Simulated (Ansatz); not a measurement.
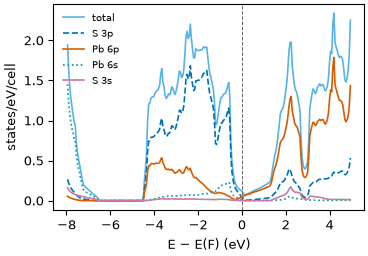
*Total and projected density of states of PbS in space group P-6m2 (No. 187; Pb on 1a, S on 1f), r²SCAN in the plane-wave PAW code Ansatz*

**Question.** Which orbitals carry the states next to the Fermi level?

**Answer.** Within 0.5 eV of the Fermi level: S 3p 57 %, Pb 6p 26 %, Pb 6s 15 %. Projections are on Löwdin-orthogonalised atomic valence shells; empty p or d shells of many metals are not among them.

**Question.** Where is the tallest occupied peak in this window, and what makes it?

**Answer.** Near -2.3 eV, about 2.2 states/eV per cell; the largest projected share is S 3p.

The cell is a constructed one: a structure type filled with these elements; the Crystallography Open Database copy checked does not list it. It is not the phase usual at ambient conditions (space group No. 225). Symmetry was held in the r²SCAN relaxation; its stability against distortions is not shown here. Scalar-relativistic: spin–orbit coupling is off unless named, which matters more the heavier the elements.

Potentials: the later of the program's two PAW sets.
